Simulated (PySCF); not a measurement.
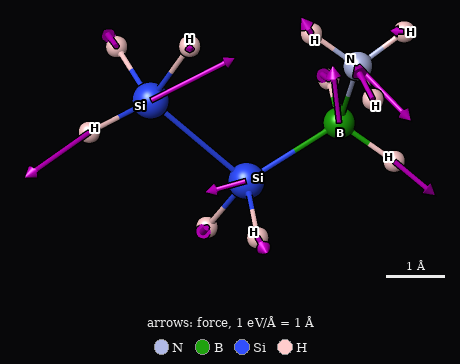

Starting geometry of BSi2NH10 with the computed forces as purple arrows. The picture is a ball-and-stick view, seen from a free direction.

The start comes from GFN2-xTB. Its atoms were then displaced at random by about 0.01 Å.

Theory: PBE0-D3(BJ)/def2-SVP geometry optimisation, gas phase in PySCF 2.14.0, density-fitted response routines. 

### What follows when this structure is relaxed?

It isn't relaxed: the largest force vector, on a Si atom, is 1.69 eV/Å. The final displacements have little in common with the starting forces (cosine between the two patterns 0.28). An H atom moves most after the best rigid fit: 0.17 Å. By element the largest moves are H 0.17 Å, N 0.08 Å, Si 0.07 Å, B 0.06 Å. Among the contacts that change: H–Si 1.420 → 1.498 Å, B–Si 1.974 → 2.031 Å, B–H 1.180 → 1.221 Å, H–Si 1.466 → 1.498 Å. Among the angles between lasting bonds that change: H–Si–H 101.7° → 106.4°, B–Si–Si 112.0° → 107.6°, B–Si–H 118.6° → 114.6°. The energy falls by 0.206 eV in 8 geometry steps.
